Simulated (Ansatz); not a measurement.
# BrGaH4O2Si: the cost of one run

The runs use Ansatz 0.2.0, Gaussian basis; unrestricted cation, the program's frozen cores in correlated methods.

The runs, in order: UKS PBE-D4/def2-TZVPP; UKS r2SCAN-D4/def2-TZVPP; UKS PBE0-D4/def2-TZVPP; UKS B3LYP-D4/def2-TZVPP; UKS wB97X-V/def2-TZVPP; UKS wB97M-V/def2-TZVPP; UKS B2PLYP/def2-TZVPP; UHF-CCSD(T)/def2-TZVPP; UHF-MP2/def2-QZVPP; extrapolation to the limit; then −ε(HOMO) from the neutral's earlier runs with LDA (SPW92), PBE-D4, revPBE-D4, BLYP-D4, r2SCAN-D4, B97M-V, PBE0-D4, B3LYP-D4, r2SCANh-D4, r2SCAN0-D4, HSE06-D4, BHLYP-D4, CAM-B3LYP-D4, LC-ωPBE, ωB97X-V, ωB97M-V.

## (1) Structure used throughout

The geometry comes from an earlier relaxation with PBE0-D4 in a triple-zeta def2 set; it is a stationary point, not always the lowest conformer.

SMILES `[OH][Ga]([Br])[O][SiH3]`, 9 atoms, charge 0, spin multiplicity 1.

Atoms are counted from 1 here; the program's logs count them from 0.

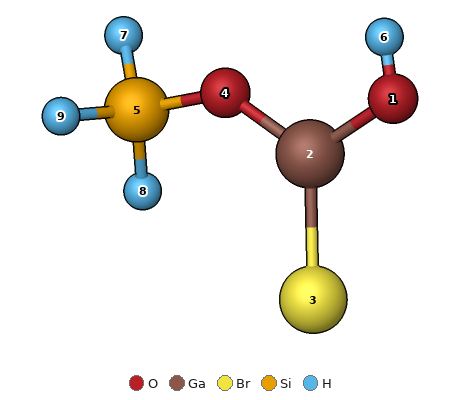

The structure; oxygen red, gallium brown, bromine yellow, silicon amber, hydrogen blue; atoms are numbered from 1 in the order of the file.

Geometry (Å):

```
O     2.5521    1.4654    0.3548
Ga    1.4238    0.1092    0.2753
Br    2.1500   -1.9925    0.6561
O    -0.2687    0.4371   -0.1069
Si   -1.6676   -0.3960   -0.2930
H     2.1240    2.3070    0.1745
H    -2.4883    0.2916   -1.3222
H    -1.4065   -1.7947   -0.7285
H    -2.4187   -0.4271    0.9900
```

## (2) Cation, UKS PBE-D4/def2-TZVPP

in.yaml reads:

```yaml
crystal:
  periodic: [false, false, false]
  atoms:
    - {symbol: O, position_ang: [2.552062, 1.465434, 0.354776]}
    - {symbol: Ga, position_ang: [1.423800, 0.109184, 0.275263]}
    - {symbol: Br, position_ang: [2.150021, -1.992547, 0.656057]}
    - {symbol: O, position_ang: [-0.268698, 0.437135, -0.106922]}
    - {symbol: Si, position_ang: [-1.667617, -0.395962, -0.293022]}
    - {symbol: H, position_ang: [2.123982, 2.306979, 0.174519]}
    - {symbol: H, position_ang: [-2.488346, 0.291559, -1.322191]}
    - {symbol: H, position_ang: [-1.406496, -1.794695, -0.728457]}
    - {symbol: H, position_ang: [-2.418708, -0.427097, 0.989987]}
basis:
  gaussian: {orbitals: def2-TZVPP}
total_charge: 1
magnetization: {spin_polarized: true, initial_magnetization: 1}
hamiltonian: {xc: pbe, dispersion: d4}
```

Started as:

```
$ ansatz run in.yaml --threads 2 --pin off --events-out ev --progress --plain --max-ram 20480MiB --backend cpu
```

**Question.** How long does this run take on 2 threads of AMD EPYC 7R13, shared host, and how much memory does it need?

About 52 s, with a peak of 0.96 GiB.
